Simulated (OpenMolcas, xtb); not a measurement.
InPH4O (SMILES O[PH][InH2]): the HOMO–LUMO gap, rung by rung

The species is InPH4O (7 atoms), meant as a singlet with charge 0. SMILES: `O[PH][InH2]`. The shape is that of a PBE0-D4/def2-TZVP optimisation. This is one conformer, not always the lowest.

Quantity: the HOMO–LUMO gap, in eV. The values are calculated.

```json
{"level": "GFN0-xTB", "kind": "semi-empirical", "program": "xtb", "value (eV)": "3.24"}
{"level": "GFN1-xTB", "kind": "semi-empirical", "program": "xtb", "value (eV)": "3.87"}
{"level": "HF/def2-SVPD (core potential)", "kind": "Hartree–Fock", "program": "OpenMolcas", "value (eV)": "9.60"}
{"level": "BLYP/def2-SVPD (core potential)", "kind": "GGA", "program": "OpenMolcas", "value (eV)": "2.93"}
{"level": "TPSS/def2-SVPD (core potential)", "kind": "meta-GGA", "program": "OpenMolcas", "value (eV)": "3.25"}
{"level": "B3LYP/def2-SVPD (core potential)", "kind": "global hybrid", "program": "OpenMolcas", "value (eV)": "4.30"}
{"level": "B2PLYP/def2-SVPD (core potential)", "kind": "double hybrid", "program": "OpenMolcas", "value (eV)": "6.50"}
```

The values span 2.93 to 9.60 eV. Orbital gaps aren't excitation energies, and those of double hybrids come from the SCF part alone; they tend to grow with the share of exact exchange.

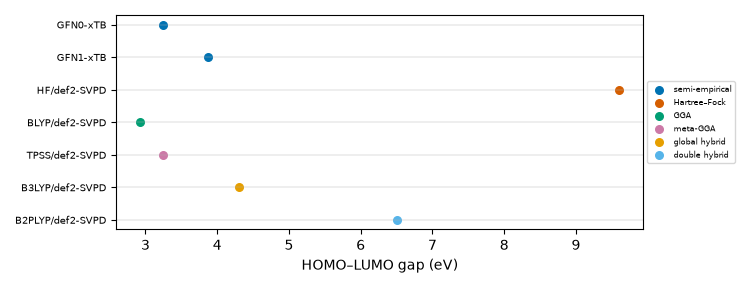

The values of the table, level by level.
